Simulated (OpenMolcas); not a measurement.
**C2H4F2 (1,2-difluoroethane): levels of theory compared**

Aim: a comparison of 6 runs (B3LYP/6-31G*, B3LYP/def2-SVPD, M06-L/def2-SVPD, PBE0/def2-SVPD, r2SCAN/def2-SVPD, MP2/def2-SVPD) of C2H4F2 (1,2-difluoroethane). 

Program for the calculation: OpenMolcas 26.06.

1 further run of the same task is left out (set aside as unsound or not needed).

### 1 The structure to begin with

The species is C2H4F2 (8 atoms), meant as a singlet with charge 0. As SMILES, `FCCF`. Geometry: relaxed at PBE0-D4/def2-TZVP. This is one conformer, not always the lowest.

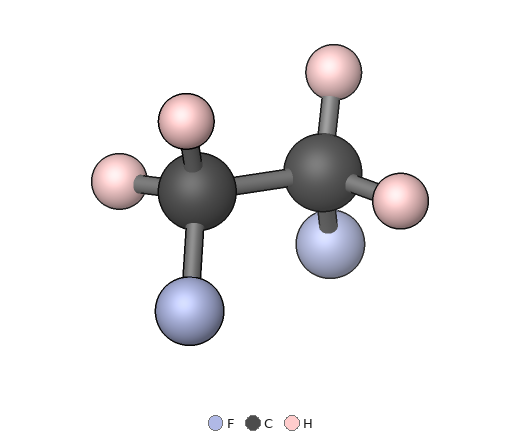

Viewed from a chosen angle; fluorine light blue, carbon dark grey, hydrogen pink.

### 2 Energy and forces at B3LYP/6-31G(d) (spherical functions) (run 1)

test.input reads:

```
* C2H4F2 Kohn-Sham DFT

&GATEWAY
  BASLIB=$CurrDir
  COORD
  8
  angstrom
  F       -1.312370       0.775570       0.874010
  C       -0.115750       0.716060       0.193200
  C        0.217900      -0.696080      -0.177380
  F       -0.618130      -1.153280      -1.172850
  H       -0.201180       1.337840      -0.702830
  H        0.670250       1.117960       0.841860
  H        1.248900      -0.742470      -0.544780
  H        0.110390      -1.355610       0.688780
  BASIS=6-31Gs
  GROUP=NoSym

&SEWARD
  GRIDINPUT
  Grid=UltraFine
  End of Grid

&SCF
  KSDFT=B3LYP
  THRESHOLDS=1e-10 1e-07 1e-07 1e-05
  PRORBITALS=1 1

&ALASKA
```

The basis set 6-31G* is read from a file made from the Basis Set Exchange's data (not shown).

The run is started by

```bash
$ export MOLCAS_MEM=1860
$ pymolcas test.input > test.log
```

Log:

```text
--- Start Module: gateway ---
[...]
--- Stop Module: gateway /rc=_RC_ALL_IS_WELL_ ---
[...]
      Basis functions           64
[...]
--- Start Module: scf ---
[...]
       Convergence after  12 Iterations
[...]
::    Total KS-DFT energy                            -278.2744897377
[...]
      Total spin, S                                     0.0000000000
[...]
      Total electronic charge=   34.000000
      Total            charge=   -0.000000
[...]
      Dipole Moment (debye):
      Origin of the operator (angstrom)=   -0.5090   -0.0996   -0.0788
                   X=  2.3086E+00               Y=  4.5167E-01               Z=  3.5737E-01           Total=  2.3793E+00
      Quadrupole Moment (debye*angstrom):
[...]
--- Stop Module: scf /rc=_RC_ALL_IS_WELL_ ---
[...]
--- Start Module: alaska ---
[...]
 *              Molecular gradients               *
 **************************************************
  Irreducible representation: a
 ------------------------------------------------------------------------------------------
                              X                       Y                       Z
 ------------------------------------------------------------------------------------------
  F1                6.50822493246039E-03    6.18369895365234E-04   -3.44600278821083E-03
  C2               -1.25275668426195E-03   -5.24281077225286E-03   -9.20767423071900E-04
  C3               -3.31421095161755E-03    4.34760178621696E-03    2.19061301115264E-04
  F4                4.97027750134649E-03    1.62773287175177E-03    5.22147416006469E-03
  H5               -1.36284294787025E-03   -7.39620740149327E-04    2.02131982273102E-03
  H6               -2.18307719141908E-03   -1.25161045319722E-03   -3.29455941365797E-04
  H7               -2.48050161362467E-03    3.38945890034525E-04   -3.95308510679815E-04
  H8               -8.85113045065944E-04    3.01391522224748E-04   -2.37032062056430E-03
[...]
--- Stop Module: alaska /rc=_RC_ALL_IS_WELL_ ---
[...]
```

Run time: 20 s. Hardware: 1 thread of Arm Neoverse V2, shared host; peak memory 0.4 GiB.

### 3 Energy and forces at B3LYP/def2-SVPD (run 2)

run.inp reads:

```
* C2H4F2 Kohn-Sham DFT

&GATEWAY
 BasLib = $CurrDir
 Coord
 8
 bohr
 F     -2.48001987     1.46561489     1.65163953
 C     -0.21873580     1.35315729     0.36509509
 C      0.41177132    -1.31540056    -0.33519962
 F     -1.16809641    -2.17938335    -2.21636529
 H     -0.38017510     2.52815120    -1.32815621
 H      1.26658894     2.11263822     1.59088484
 H      2.36007896    -1.40306496    -1.02948500
 H      0.20860687    -2.56173163     1.30160556
 Basis = def2-SVPD
 Group = NoSym

&SEWARD
 GridInput
 Grid=UltraFine
 End of Grid

&SCF
 KSDFT = B3LYP
 Thresholds = 1e-10 1e-07 1e-07 1e-05
 PrOrbitals = 1 2

&ALASKA
```

The basis set def2-SVPD is read from a file made from the Basis Set Exchange's data (not shown).

The run is started by

```bash
$ export MOLCAS_MEM=1860
$ pymolcas run.inp > run.log
```

Log:

```text
--- Start Module: gateway ---
[...]
--- Stop Module: gateway /rc=_RC_ALL_IS_WELL_ ---
[...]
      Basis functions          118
[...]
--- Start Module: scf ---
[...]
       Convergence after  12 Iterations
[...]
::    Total KS-DFT energy                            -278.1041259925
[...]
      Total spin, S                                     0.0000000000
[...]
      Total electronic charge=   34.000000
      Total            charge=   -0.000000
[...]
      Dipole Moment (debye):
      Origin of the operator (angstrom)=   -0.5090   -0.0996   -0.0788
                   X=  2.6831E+00               Y=  5.2496E-01               Z=  4.1535E-01           Total=  2.7654E+00
      Quadrupole Moment (debye*angstrom):
[...]
--- Stop Module: scf /rc=_RC_ALL_IS_WELL_ ---
[...]
--- Start Module: alaska ---
[...]
 *              Molecular gradients               *
 **************************************************
  Irreducible representation: a
 ------------------------------------------------------------------------------------------
                              X                       Y                       Z
 ------------------------------------------------------------------------------------------
  F1                7.33080228723892E-03   -7.74111836880920E-04   -4.27479267082553E-03
  C2               -3.34460851414065E-03   -9.52765923356580E-04    1.68949657106210E-03
  C3               -2.81969452186548E-03   -2.54683166192926E-04   -2.63839574323133E-03
  F4                4.94188182005217E-03    3.17540839856534E-03    6.17324890434645E-03
  H5                4.43910517394064E-04   -2.72814486660167E-03    3.49722702971444E-03
  H6               -2.90602182825683E-03   -1.86817750309887E-03   -2.75841454054371E-03
  H7               -4.05368359200331E-03    5.06149341363879E-04    1.67817462236353E-03
  H8                4.07413831687853E-04    2.89632555627950E-03   -3.36654417279103E-03
[...]
--- Stop Module: alaska /rc=_RC_ALL_IS_WELL_ ---
[...]
```

Wall time 56 s (1 thread of Arm Neoverse V2, shared host); peak memory 0.74 GiB.

Runs 3 to 5 aren't shown in full; the table further down has their settings and results.

### 4 A single-point energy at MP2/def2-SVPD (run 6)

struct.xyz reads:

```xyz
8

F     -1.312370     0.775570     0.874010
C     -0.115750     0.716060     0.193200
C      0.217900    -0.696080    -0.177380
F     -0.618130    -1.153280    -1.172850
H     -0.201180     1.337840    -0.702830
H      0.670250     1.117960     0.841860
H      1.248900    -0.742470    -0.544780
H      0.110390    -1.355610     0.688780
```

run.input reads:

```
>>> EXPORT MOLCAS_PRINT=2
&GATEWAY
BasLib=$CurrDir
Coord=struct.xyz
Basis=def2-SVPD
Group=NoSym
&SEWARD
&SCF
Thresholds=1e-10 1e-07 1e-07 1e-05
PrOrbitals=1 1
&MBPT2
Frozen=4
```

The basis set def2-SVPD is read from a file made from the Basis Set Exchange's data (not shown).

The run is started by

```bash
$ export MOLCAS_MEM=1860
$ pymolcas run.input > run.log
```

Log:

```text
--- Start Module: gateway ---
[...]
--- Stop Module: gateway /rc=_RC_ALL_IS_WELL_ ---
[...]
      Basis functions          118
[...]
--- Start Module: scf ---
[...]
       Convergence after  12 Iterations
[...]
::    Total SCF energy                               -276.7287533858
[...]
      Total spin, S                                     0.0000000000
[...]
      Total electronic charge=   34.000000
      Total            charge=   -0.000000
[...]
      Dipole Moment (debye):
      Origin of the operator (angstrom)=   -0.5090   -0.0996   -0.0788
                   X=  2.9697E+00               Y=  5.8102E-01               Z=  4.5971E-01           Total=  3.0607E+00
      Quadrupole Moment (debye*angstrom):
[...]
--- Stop Module: scf /rc=_RC_ALL_IS_WELL_ ---
[...]
--- Start Module: mbpt2 ---
[...]
WARNING!
Default frozen orbitals as non valence orbitals is overwritten by user input.
Default values:   4
[...]
       Reference weight ( Cref**2 )         =        0.85125
::    Total MBPT2 energy                             -277.4076320592
[...]
      Total MBPT2 calculations                           0.68      0.74
--- Stop Module: mbpt2 /rc=_RC_ALL_IS_WELL_ ---
[...]
```

Run time: 14 s. Hardware: 1 thread of Arm Neoverse V2, shared host; peak memory 0.74 GiB.

### 5 The series

| run | level | task | integration grid | energy (Eh) | dipole moment (D) of the reference | HOMO energy (eV) | LUMO energy (eV) | wall time |
| --- | --- | --- | --- | --- | --- | --- | --- | --- |
| 1 | B3LYP/6-31G* (spherical functions) | gradient | UltraFine | -278.274490 | 2.38 | -8.77 | 2.60 | 20 s |
| 2 | B3LYP/def2-SVPD | gradient | UltraFine | -278.104126 | 2.77 | -9.47 | 0.35 | 56 s |
| 3 | M06-L/def2-SVPD | gradient | UltraFine | -278.055523 | 2.62 | -8.28 | 0.59 | 72 s |
| 4 | PBE0/def2-SVPD | gradient | UltraFine | -277.815442 | 2.74 | -9.71 | 0.68 | 51 s |
| 5 | r2SCAN/def2-SVPD | gradient | UltraFine | -277.961558 | 2.67 | -8.30 | 0.85 | 68 s |
| 6 | MP2/def2-SVPD | energy | – | -277.407632 | 3.06 | -14.10 | 2.56 | 14 s |

### 6 Outcome

| quantity | value |
| --- | --- |
| run 6: total energy | -277.40763 Eh |
| run 6: dipole moment (mean-field density) | 3.06 D |
| run 6: HOMO energy (Hartree–Fock orbitals) | -14.10 eV |
| run 6: LUMO energy (Hartree–Fock orbitals) | 2.56 eV |
| run 6: HOMO–LUMO gap (Hartree–Fock orbitals) | 16.67 eV |
| run 6: correlation energy (4 core orbitals frozen) | -678.9 mEh |

Over runs 1, 2, 3, 4, 5 the dipole moment (its size) runs from 2.38 D (B3LYP/6-31G*) to 2.77 D (B3LYP/def2-SVPD). Over runs 1, 2, 3, 4, 5 the HOMO–LUMO gap runs from 8.86 eV (M06-L/def2-SVPD) to 11.38 eV (B3LYP/6-31G*). The two ends differ in method and basis. Totals of different functionals can't be ranked against each other. All runs together took 4.7 min, the longest 72 s.
